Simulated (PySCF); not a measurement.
Molecule (SMILES): P#P (P2).
Geometry (B3LYP-D3(BJ)/def2-TZVP, fixed):
```xyz
2

P      0.0000     0.0000    -0.9447
P      0.0000     0.0000     0.9447
```
Charge 0, spin multiplicity 1.

Basis-set convergence of the mean static polarisability at PBE with PySCF. All functions are spherical. Density fitting with generated auxiliary sets. No added dispersion term, no relativity. Reference: the value in aug-pcseg-3, 50.65 bohr³, itself unsure by roughly 0.4 % (its mean distance from aug-cc-pV(Q+d)Z, aug-pcseg-2, aug-cc-pV(T+d)Z). Deviations are taken from unrounded values. Cost is core time over that of def2-TZVPD, rough, on shared machines of one kind; a dash marks a row that isn't timed (too short, read off another run, short of memory, by another algorithm or on other hardware).

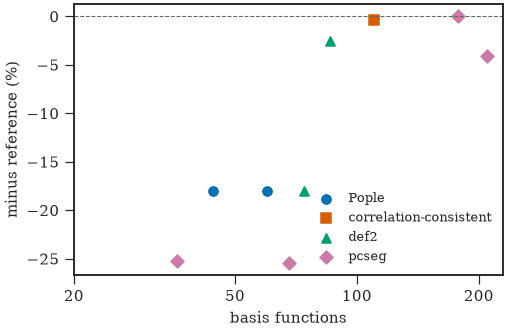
Figure. Deviation from the reference against the number of basis functions, by family of sets.

| basis | functions | mean static polarisability (bohr³) | minus reference (%) | cost |
|---|---|---|---|---|
| pcseg-1 | 36 | 37.88 | -25.2 | - |
| 6-31+G* | 44 | 41.52 | -18.0 | - |
| 6-311+G** | 60 | 41.53 | -18.0 | 0.6× |
| pcseg-2 | 68 | 37.78 | -25.4 | 0.8× |
| def2-TZVP | 74 | 41.51 | -18.0 | 0.8× |
| def2-TZVPD | 86 | 49.37 | -2.5 | 1× |
| aug-cc-pV(T+d)Z | 110 | 50.46 | -0.4 | 2× |
| aug-pcseg-3 | 178 | 50.65 | 0.0 | 4× |
| pcseg-4 | 210 | 48.55 | -4.1 | 7× |
